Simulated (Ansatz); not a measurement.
**Cl₂FY: density, localisation and related maps**

The calculation's input:

```
crystal:
  periodic: [false, false, false]
  atoms:
    - {symbol: Cl, position_ang: [-1.518900, 1.678914, -1.418434]}
    - {symbol: Cl, position_ang: [0.366346, -0.796292, 1.528652]}
    - {symbol: F, position_ang: [-3.407412, -0.605897, 0.986636]}
    - {symbol: "Y", position_ang: [-1.640479, 0.049153, 0.406510]}
basis:
  gaussian:
    orbitals: def2-TZVPD
output:
  forces: true
  orbitals: {seedname: orbitals}
hamiltonian:
  xc: {name: PBE0}
```

Command:

```sh
ansatz run input.yaml --threads 2 --pin off --max-ram 5220MiB --events-out events.jsonl --progress --plain --runs-dir runs
```

Geometry: PBE0-D4/def2-SVP; core potentials replace the inner electrons of Y.

Level of theory: Ansatz 0.2.0, isolated molecule in a Gaussian basis; Kohn-Sham density functional theory, functional PBE0.

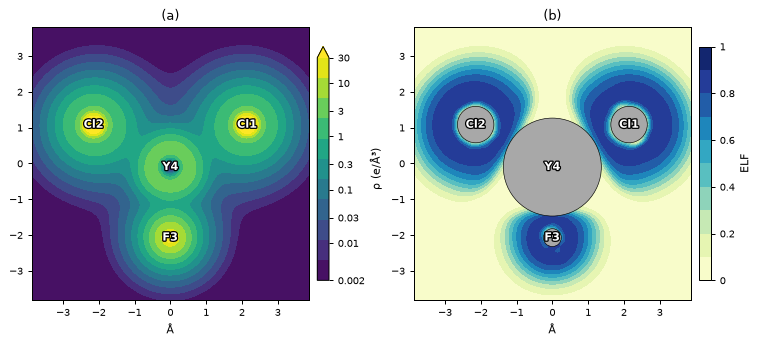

Figure 1. (a) electron density; (b) ELF on the molecular plane. Grey discs cover the atomic cores in the ELF map.

Question: Read the bonding off the picture.

Answer: Atoms in the plane: Cl, F and Y.
Y–F (1.97 Å): ρ is about 0.8 e/Å³ halfway; the ELF is about 0.20 at the midpoint; an ionic contact with no shared pair.
Y–Cl (2.45 Å): ρ is about 0.48 e/Å³ halfway; the ELF peaks at about 0.85 in the valence shell of Cl, 0.8 Å from its nucleus, and is about 0.25 at the midpoint: an ionic contact with no shared pair.

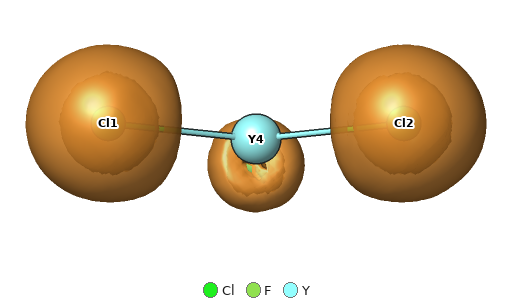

Figure 2. Isosurface of the ELF at 0.8 (orange), seen from one side. Core shells and regions of very low density are left out.

Question: Where are the electrons localised?

Answer: At this value the surface marks out two regions wrapped around Cl (the valence shell of each) and one region wrapped around F (its valence shell).

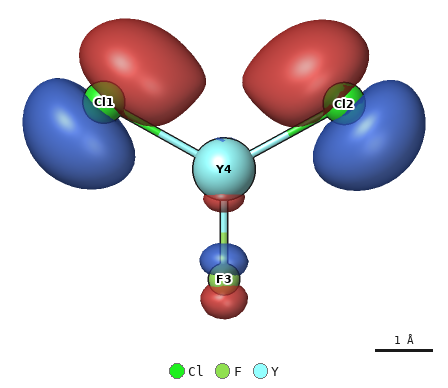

Figure 3. The HOMO−1 at ±0.1 Å⁻³ᐟ² (blue and red are the two phases), seen across its widest extent.

Question: Describe this orbital and give its energy.

Answer: By Hirshfeld shares it lies mainly on Cl1 (about 45 %), Cl2 (about 45 %) and Y4 (about 10 %); it is symmetric in the molecular plane (an in-plane orbital: σ, lone-pair or in-plane π type); largely a combination of lone pairs on Cl1 and Cl2. Its energy is −9.26 eV.
